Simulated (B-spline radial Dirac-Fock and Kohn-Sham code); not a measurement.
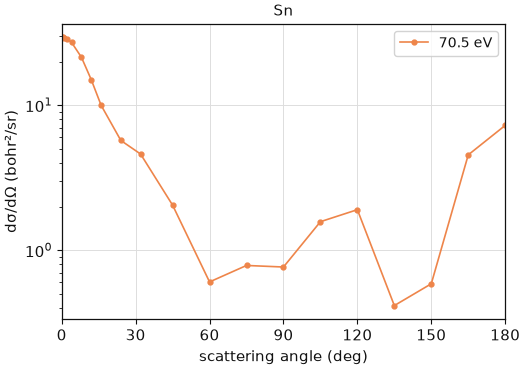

Differential cross section for elastic electron scattering against angle at 70.5 eV, computed at the marked angles. System: neutral Sn. Level of theory: Dirac partial waves in the static Dirac–Fock field with Furness–McCarthy exchange, no polarisation or absorption; calculated with a radial B-spline solver.

Q: What does this calculation give for the integrated and first transport cross sections at 70.5 eV, and for the share scattered backwards?

A: 24.1 and 17.3 bohr²; 38 % goes into the backward hemisphere.
